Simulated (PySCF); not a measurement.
```xyz
22

C     1.7839   -0.7317    0.3319
C     0.9744   -0.1844   -0.8095
C     1.1961   -0.8659   -2.1273
C     0.1341    0.8379   -0.6902
C    -0.1590    1.6057    0.5619
C    -1.5404    1.2510    1.1450
C    -1.5455   -0.1790    1.6500
N    -1.7894   -1.1044    0.6893
O    -1.3596   -0.4824    2.8073
H     2.1151   -1.7434    0.1100
H     2.6698   -0.1172    0.4938
H     1.2128   -0.7507    1.2567
H     0.9118   -1.9166   -2.0644
H     2.2521   -0.8269   -2.3927
H     0.6209   -0.3957   -2.9213
H    -0.4156    1.1708   -1.5632
H     0.6021    1.4226    1.3194
H    -0.1529    2.6736    0.3288
H    -1.7537    1.9087    1.9879
H    -2.3110    1.3809    0.3835
H    -1.7019   -2.0775    0.9341
H    -1.7544   -0.8562   -0.2839
```

Geometry: GFN2-xTB.

The calculation used PBE0/6-31G*, SCF density, gas phase, non-relativistic (PySCF).

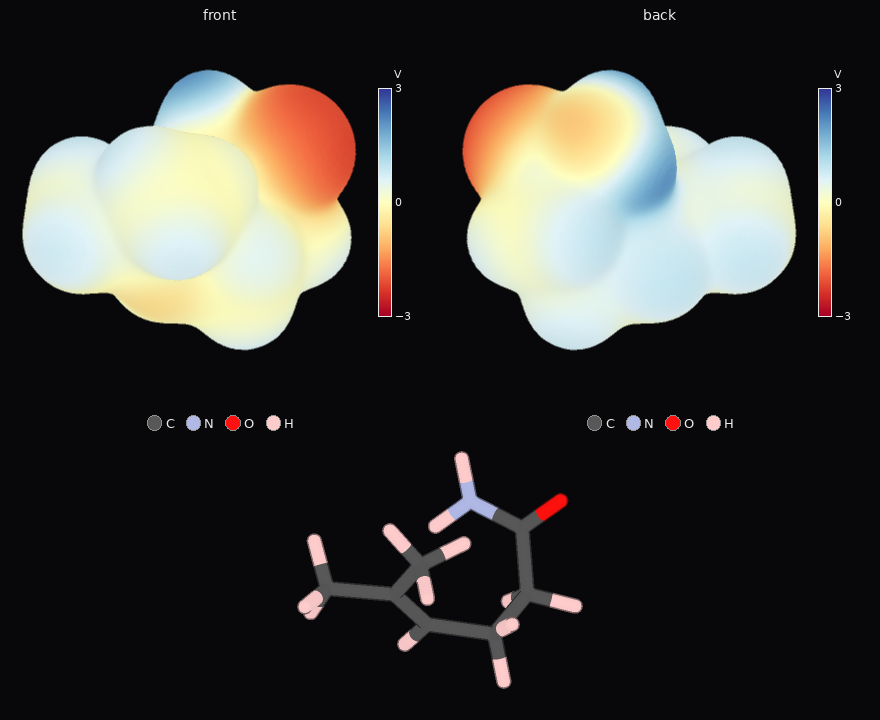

C$_{7}$H$_{13}$NO (SMILES CC(C)=CCCC(N)=O). The electrostatic potential painted on the density surface at 0.002 e/bohr³, seen from the front and from behind; the colour scale runs from red (negative) to blue (positive). The bare structure is drawn below in the same view.

### Where is the surface potential most negative and most positive?

The most negative region (about −2.1 V) lies over O9, the most positive (about +2.0 V) over H21 and H22. O9 is the likeliest acceptor of a hydrogen bond.

### What dipole moment does the calculation give?

Its dipole moment is 3.69 D.
